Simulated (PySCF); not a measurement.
# Mn, Mn⁺, Mn²⁺, Mn³⁺, Mn⁴⁺: ionisation energies with spin-orbit coupling

Aim: the ionisation energy of manganese from differences of total energies, at each level of theory, and how far each lands from the tabulated value where there is one.

The numbers are computed with PySCF 2.14.0 (two-component X2C-1e, generalised determinants), except any that are marked as measured or tabulated.

## (1) The atom as given

| Quantity | Value |
| --- | --- |
| Element | manganese (Z = 25) |
| Basis | x2c-SVPall-2c (5s5p3d1f, 42 functions) |
| Hamiltonian | two-component X2C-1e, Gaussian nucleus, no Breit or QED terms; spin-orbit coupling, run by run: off; screened by Boettger's factors |
| Core shells frozen in the correlated runs | [Ne] (for Mn) |
| State 1 | Mn: [Ar] 3d5 4s2; 3d3/2 filled at m_j = -3/2, -1/2, +1/2, +3/2; 3d5/2 filled at m_j = +5/2 |
| State 2 | Mn⁺: [Ar] 3d5 4s1; 3d3/2 filled at m_j = -3/2, -1/2, +1/2, +3/2; 3d5/2 filled at m_j = +5/2; 4s1/2 filled at m_j = +1/2 |
| State 3 | Mn²⁺: [Ar] 3d5; 3d3/2 filled at m_j = -3/2, -1/2, +1/2, +3/2; 3d5/2 filled at m_j = +5/2 |
| State 4 | Mn³⁺: [Ar] 3d4; 3d3/2 filled at m_j = -3/2, -1/2, +1/2, +3/2 |
| State 5 | Mn⁴⁺: [Ar] 3d3; 3d3/2 filled at m_j = -1/2, +1/2, +3/2 |
| Methods | GHF, GMP2 |

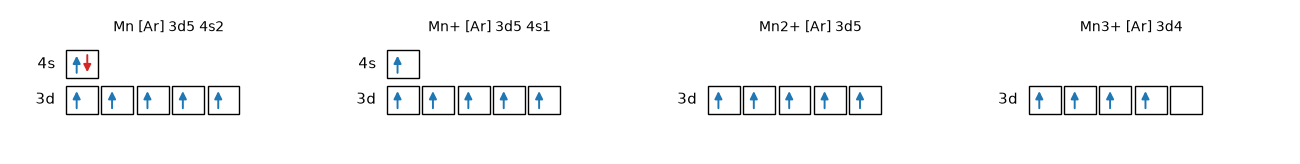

The shells outside the core, filled by Hund's rule for the drawing.

All steps ran in one process of a driver on top of PySCF, which takes the settings above as its task.

It was started by

```
$ OMP_NUM_THREADS=1 python sorun2.py TASK.json OUT
```

The integrals over 42 functions and the set-up took 0.34 s of CPU time.

## (2) Mn

Level: GHF (spin-free).

The program printed:

```text
cycle= 1 E= -1157.0638217824  delta_E= -1.16e+03  |FDS-SDF|= 0.0939
cycle= 2 E= -1157.1899479571  delta_E= -0.126  |FDS-SDF|= 0.0373
cycle= 3 E= -1157.2101554826  delta_E= -0.0202  |FDS-SDF|= 0.00435
cycle= 4 E= -1157.2109753627  delta_E= -0.00082  |FDS-SDF|= 0.000855
cycle= 5 E= -1157.2110650426  delta_E= -8.97e-05  |FDS-SDF|= 0.000246
cycle= 6 E= -1157.2110849622  delta_E= -1.99e-05  |FDS-SDF|= 4.81e-05
cycle= 7 E= -1157.2110869692  delta_E= -2.01e-06  |FDS-SDF|= 1.26e-05
cycle= 8 E= -1157.2110870751  delta_E= -1.06e-07  |FDS-SDF|= 1.99e-06
cycle= 9 E= -1157.2110870757  delta_E= -6.5e-10  |FDS-SDF|= 2.84e-08
```

Time after the integrals: 0.18 s (1 thread of Intel Xeon 6975P-C, shared host).

Occupied spinors (without spin-orbit coupling the j labels only name the start):

```csv
spinor shell,electrons,mean energy (eV),weight of the nominal j,rms radius (bohr)
1s1/2,2,-6596.6,1.000,0.0704
2s1/2,2,-803.30,1.000,0.302
2p3/2,4,-677.22,0.833,0.273
2p1/2,2,-677.22,0.667,0.273
3s1/2,2,-105.71,1.000,0.916
3p1/2,2,-67.880,0.667,0.990
3p3/2,4,-67.880,0.833,0.990
3d3/2,4,-17.183,0.500,1.29
3d5/2,1,-17.183,1.000,1.29
4s1/2,2,-6.868,1.000,3.65
```

M_J = 5/2, ⟨J²⟩ = 8.773, ⟨L²⟩ = 0.000, ⟨S²⟩ = 8.773.

Level: GMP2 (spin-free).

This step left no log, only its results.

Time after the integrals: 0.05 s (1 thread of Intel Xeon 6975P-C, shared host).

With 15 electrons correlated and 6 very high virtual spinors dropped, the MP2 correlation energy is -0.25641 hartree. Largest pairs: 3d3/2-3p3/2 -0.0483, 3p1/2-3p3/2 -0.0305, 3d3/2-3d3/2 -0.0274, 3d3/2-3p1/2 -0.0255, 3p3/2-3p3/2 -0.0253.

Level: GHF (screened spin-orbit).

The program printed:

```text
cycle= 1 E= -1157.0741428351  delta_E= -1.16e+03  |FDS-SDF|= 0.0939
cycle= 2 E= -1157.2003229852  delta_E= -0.126  |FDS-SDF|= 0.0373
cycle= 3 E= -1157.2205401242  delta_E= -0.0202  |FDS-SDF|= 0.00438
cycle= 4 E= -1157.2213715966  delta_E= -0.000831  |FDS-SDF|= 0.000943
cycle= 5 E= -1157.2214686396  delta_E= -9.7e-05  |FDS-SDF|= 0.000408
cycle= 6 E= -1157.2214973603  delta_E= -2.87e-05  |FDS-SDF|= 0.000235
cycle= 7 E= -1157.2215024790  delta_E= -5.12e-06  |FDS-SDF|= 0.000112
cycle= 8 E= -1157.2215045365  delta_E= -2.06e-06  |FDS-SDF|= 3.2e-05
cycle= 9 E= -1157.2215052309  delta_E= -6.94e-07  |FDS-SDF|= 7.11e-06
cycle= 10 E= -1157.2215052427  delta_E= -1.18e-08  |FDS-SDF|= 7.07e-07
cycle= 11 E= -1157.2215052427  delta_E= -2.46e-11  |FDS-SDF|= 5.66e-07
```

It took 0.57 s on 1 thread of Intel Xeon 6975P-C, shared host, the integrals not counted.

The outer occupied spinors:

```csv
spinor shell,electrons,mean energy (eV),weight of the nominal j,rms radius (bohr)
2p1/2,2,-684.66,0.979,0.271
2p3/2,4,-673.55,0.989,0.274
3s1/2,2,-105.71,1.000,0.916
3p1/2,2,-68.341,0.664,0.988
3p3/2,4,-67.655,0.832,0.991
3d3/2,4,-17.197,0.509,1.29
3d5/2,1,-17.126,1.000,1.29
4s1/2,2,-6.868,1.000,3.65
```

M_J = 5/2, ⟨J²⟩ = 8.773, ⟨L²⟩ = 0.001, ⟨S²⟩ = 8.772. A second start ended at -1157.01874 hartree. Rows whose weight is well below 1 mix j = l ± 1/2: exchange competes with spin-orbit coupling there.

Level: GMP2 (screened spin-orbit).

The driver printed no log here.

Time after the integrals: 0.04 s (1 thread of Intel Xeon 6975P-C, shared host).

With 15 electrons correlated and 6 very high virtual spinors dropped, the MP2 correlation energy is -0.25642 hartree. Largest pairs: 3d3/2-3p3/2 -0.0483, 3p1/2-3p3/2 -0.0306, 3d3/2-3d3/2 -0.0274, 3d3/2-3p1/2 -0.0255, 3p3/2-3p3/2 -0.0253.

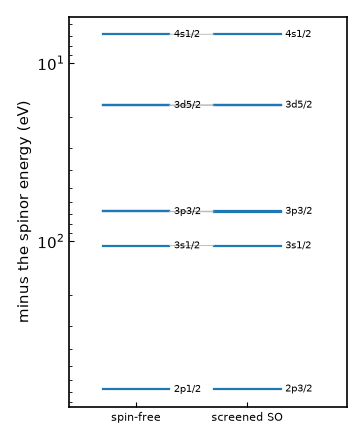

The highest 7 spinor levels of Mn on a logarithmic scale, without and with spin-orbit coupling.

## (3) Mn⁺, method by method

Level: GHF (spin-free).

The program printed:

```text
cycle= 1 E= -1156.8713912908  delta_E= -1.16e+03  |FDS-SDF|= 0.084
cycle= 2 E= -1156.9761624094  delta_E= -0.105  |FDS-SDF|= 0.0322
cycle= 3 E= -1156.9892594836  delta_E= -0.0131  |FDS-SDF|= 0.00362
cycle= 4 E= -1156.9894651329  delta_E= -0.000206  |FDS-SDF|= 0.000367
cycle= 5 E= -1156.9894683577  delta_E= -3.22e-06  |FDS-SDF|= 4.37e-05
cycle= 6 E= -1156.9894684356  delta_E= -7.8e-08  |FDS-SDF|= 3.19e-06
cycle= 7 E= -1156.9894684387  delta_E= -3.09e-09  |FDS-SDF|= 8.19e-07
cycle= 8 E= -1156.9894684389  delta_E= -1.6e-10  |FDS-SDF|= 3.81e-08
```

It took 0.16 s on 1 thread of Intel Xeon 6975P-C, shared host, the integrals not counted.

Occupied spinors (without spin-orbit coupling the j labels only name the start):

```csv
spinor shell,electrons,mean energy (eV),weight of the nominal j,rms radius (bohr)
1s1/2,2,-6604.8,1.000,0.0704
2s1/2,2,-811.42,1.000,0.302
2p3/2,4,-685.37,0.833,0.273
2p1/2,2,-685.37,0.667,0.273
3s1/2,2,-113.76,1.000,0.917
3p1/2,2,-75.993,0.667,0.989
3p3/2,4,-75.993,0.833,0.989
3d3/2,4,-25.373,0.500,1.28
3d5/2,1,-25.373,1.000,1.28
4s1/2,1,-14.900,1.000,3.13
```

M_J = 3, ⟨J²⟩ = 12.000, ⟨L²⟩ = 0.000, ⟨S²⟩ = 12.000.

Level: GMP2 (spin-free).

The driver printed no log here.

Time after the integrals: 0.05 s (1 thread of Intel Xeon 6975P-C, shared host).

With 14 electrons correlated and 6 very high virtual spinors dropped, the MP2 correlation energy is -0.22594 hartree. Largest pairs: 3d3/2-3p3/2 -0.0480, 3p1/2-3p3/2 -0.0304, 3d3/2-3d3/2 -0.0269, 3d3/2-3p1/2 -0.0254, 3p3/2-3p3/2 -0.0251.

Level: GHF (screened spin-orbit).

The program printed:

```text
cycle= 1 E= -1156.8817074216  delta_E= -1.16e+03  |FDS-SDF|= 0.0841
cycle= 2 E= -1156.9865345760  delta_E= -0.105  |FDS-SDF|= 0.0322
cycle= 3 E= -1156.9996415773  delta_E= -0.0131  |FDS-SDF|= 0.00365
cycle= 4 E= -1156.9998588841  delta_E= -0.000217  |FDS-SDF|= 0.000539
cycle= 5 E= -1156.9998690092  delta_E= -1.01e-05  |FDS-SDF|= 0.000325
cycle= 6 E= -1156.9998764027  delta_E= -7.39e-06  |FDS-SDF|= 0.000221
cycle= 7 E= -1156.9998827953  delta_E= -6.39e-06  |FDS-SDF|= 1.61e-05
cycle= 8 E= -1156.9998828332  delta_E= -3.78e-08  |FDS-SDF|= 3.52e-06
cycle= 9 E= -1156.9998828347  delta_E= -1.57e-09  |FDS-SDF|= 1.04e-06
cycle= 10 E= -1156.9998828348  delta_E= -6.09e-11  |FDS-SDF|= 7.48e-07
```

Time after the integrals: 0.5 s (1 thread of Intel Xeon 6975P-C, shared host).

The outer occupied spinors:

```csv
spinor shell,electrons,mean energy (eV),weight of the nominal j,rms radius (bohr)
2p1/2,2,-692.82,0.978,0.271
2p3/2,4,-681.70,0.989,0.274
3s1/2,2,-113.76,1.000,0.917
3p1/2,2,-76.454,0.664,0.986
3p3/2,4,-75.768,0.832,0.990
3d3/2,4,-25.387,0.508,1.28
3d5/2,1,-25.317,1.000,1.28
4s1/2,1,-14.900,1.000,3.13
```

M_J = 3, ⟨J²⟩ = 12.000, ⟨L²⟩ = 0.001, ⟨S²⟩ = 11.999. A second start ended at -1156.77431 hartree. Rows whose weight is well below 1 mix j = l ± 1/2: exchange competes with spin-orbit coupling there.

Level: GMP2 (screened spin-orbit).

The driver printed no log here.

Time after the integrals: 0.03 s (1 thread of Intel Xeon 6975P-C, shared host).

With 14 electrons correlated and 6 very high virtual spinors dropped, the MP2 correlation energy is -0.22596 hartree. Largest pairs: 3d3/2-3p3/2 -0.0480, 3p1/2-3p3/2 -0.0305, 3d3/2-3d3/2 -0.0269, 3d3/2-3p1/2 -0.0254, 3p3/2-3p3/2 -0.0251.

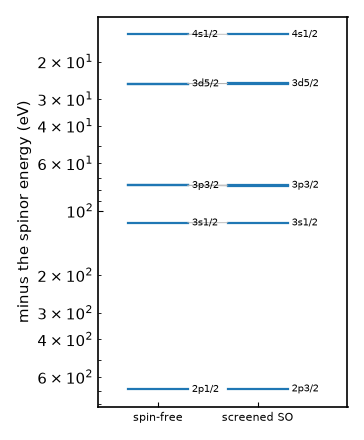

The highest 7 spinor levels of Mn⁺ on a logarithmic scale, without and with spin-orbit coupling.

## (4) Mn²⁺: the ladder of methods

Level: GHF (spin-free).

The program printed:

```text
cycle= 1 E= -1156.3415837379  delta_E= -1.16e+03  |FDS-SDF|= 0.0796
cycle= 2 E= -1156.4356939653  delta_E= -0.0941  |FDS-SDF|= 0.0282
cycle= 3 E= -1156.4454756172  delta_E= -0.00978  |FDS-SDF|= 0.00368
cycle= 4 E= -1156.4456813628  delta_E= -0.000206  |FDS-SDF|= 0.000328
cycle= 5 E= -1156.4456836043  delta_E= -2.24e-06  |FDS-SDF|= 3.35e-05
cycle= 6 E= -1156.4456836236  delta_E= -1.92e-08  |FDS-SDF|= 1.68e-06
cycle= 7 E= -1156.4456836236  delta_E= -5.32e-11  |FDS-SDF|= 6.23e-08
```

It took 0.14 s on 1 thread of Intel Xeon 6975P-C, shared host, the integrals not counted.

Occupied spinors (without spin-orbit coupling the j labels only name the start):

```csv
spinor shell,electrons,mean energy (eV),weight of the nominal j,rms radius (bohr)
1s1/2,2,-6614.3,1.000,0.0704
2s1/2,2,-820.68,1.000,0.302
2p3/2,4,-694.70,0.833,0.273
2p1/2,2,-694.70,0.667,0.273
3s1/2,2,-123.12,1.000,0.917
3p1/2,2,-85.486,0.667,0.988
3p3/2,4,-85.486,0.833,0.988
3d3/2,4,-34.869,0.500,1.25
3d5/2,1,-34.869,1.000,1.25
```

M_J = 5/2, ⟨J²⟩ = 8.750, ⟨L²⟩ = 0.000, ⟨S²⟩ = 8.750.

Level: GMP2 (spin-free).

No log was kept for this step.

Time after the integrals: 0.05 s (1 thread of Intel Xeon 6975P-C, shared host).

With 13 electrons correlated and 6 very high virtual spinors dropped, the MP2 correlation energy is -0.21119 hartree. Largest pairs: 3d3/2-3p3/2 -0.0475, 3p1/2-3p3/2 -0.0301, 3d3/2-3d3/2 -0.0254, 3d3/2-3p1/2 -0.0252, 3p3/2-3p3/2 -0.0246.

Level: GHF (screened spin-orbit).

The program printed:

```text
cycle= 1 E= -1156.3518947519  delta_E= -1.16e+03  |FDS-SDF|= 0.0797
cycle= 2 E= -1156.4460615195  delta_E= -0.0942  |FDS-SDF|= 0.0282
cycle= 3 E= -1156.4558540346  delta_E= -0.00979  |FDS-SDF|= 0.00372
cycle= 4 E= -1156.4560721183  delta_E= -0.000218  |FDS-SDF|= 0.000522
cycle= 5 E= -1156.4560817500  delta_E= -9.63e-06  |FDS-SDF|= 0.000336
cycle= 6 E= -1156.4560900698  delta_E= -8.32e-06  |FDS-SDF|= 0.000229
cycle= 7 E= -1156.4560972883  delta_E= -7.22e-06  |FDS-SDF|= 1.12e-05
cycle= 8 E= -1156.4560972967  delta_E= -8.42e-09  |FDS-SDF|= 2.42e-06
cycle= 9 E= -1156.4560972970  delta_E= -2.62e-10  |FDS-SDF|= 1.19e-06
```

Time after the integrals: 0.5 s (1 thread of Intel Xeon 6975P-C, shared host).

The outer occupied spinors:

```csv
spinor shell,electrons,mean energy (eV),weight of the nominal j,rms radius (bohr)
2s1/2,2,-820.67,1.000,0.302
2p1/2,2,-702.15,0.978,0.271
2p3/2,4,-691.02,0.989,0.274
3s1/2,2,-123.12,1.000,0.917
3p1/2,2,-85.947,0.664,0.985
3p3/2,4,-85.262,0.832,0.989
3d3/2,4,-34.882,0.509,1.25
3d5/2,1,-34.813,1.000,1.25
```

M_J = 5/2, ⟨J²⟩ = 8.750, ⟨L²⟩ = 0.001, ⟨S²⟩ = 8.749. A second start ended at -1156.24823 hartree. Rows whose weight is well below 1 mix j = l ± 1/2: exchange competes with spin-orbit coupling there.

Level: GMP2 (screened spin-orbit).

No log was kept for this step.

It took 0.03 s on 1 thread of Intel Xeon 6975P-C, shared host, the integrals not counted.

With 13 electrons correlated and 6 very high virtual spinors dropped, the MP2 correlation energy is -0.21120 hartree. Largest pairs: 3d3/2-3p3/2 -0.0475, 3p1/2-3p3/2 -0.0302, 3d3/2-3d3/2 -0.0254, 3d3/2-3p1/2 -0.0252, 3p3/2-3p3/2 -0.0246.

(Part 1 of 2 ends here.)
